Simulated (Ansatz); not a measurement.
Tl, as given below.

```cif
data_structure
_symmetry_space_group_name_H-M 'P6_3/mmc'
_symmetry_Int_Tables_number 194
_cell_length_a 3.5315
_cell_length_b 3.5315
_cell_length_c 5.7565
_cell_angle_alpha 90.000
_cell_angle_beta 90.000
_cell_angle_gamma 120.000
_cell_volume 62.18
loop_
_atom_site_label
_atom_site_type_symbol
_atom_site_symmetry_multiplicity
_atom_site_Wyckoff_symbol
_atom_site_fract_x
_atom_site_fract_y
_atom_site_fract_z
_atom_site_occupancy
Tl1 Tl 2 d 0.33333 0.66667 0.75000 1
```

It is based on the end point of a relaxation at fixed volume with DFT r2SCAN, scalar-relativistic, plane waves, PAW (Ansatz).

Where will the first 3 clear peaks of its neutron PDF lie (peak width σ = 0.08 Å), and from which pairs do they come?

Answer. 1. 3.53 Å: Tl–Tl at 3.53 Å
2. 4.99 Å: Tl–Tl at 4.99 Å
3. 5.76 Å: Tl–Tl at 5.76 Å

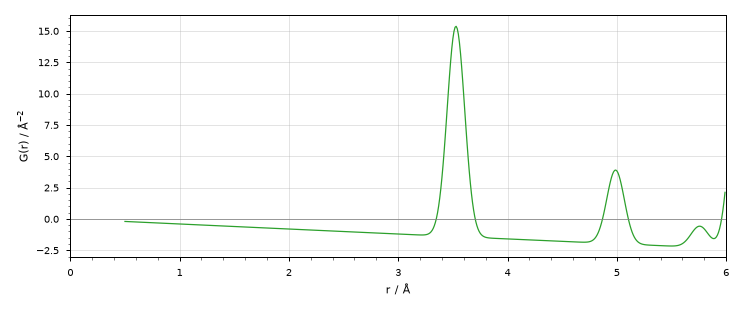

The curve is a calculated neutron PDF: distances of the static structure, each pair weighted by the product of the tabulated coherent neutron scattering lengths (natural isotope mix where the element has one), broadened by Gaussians with σ = 0.08 Å, damped by exp(−(Q_damp r)²/2) with Q_damp = 0.040 Å⁻¹.
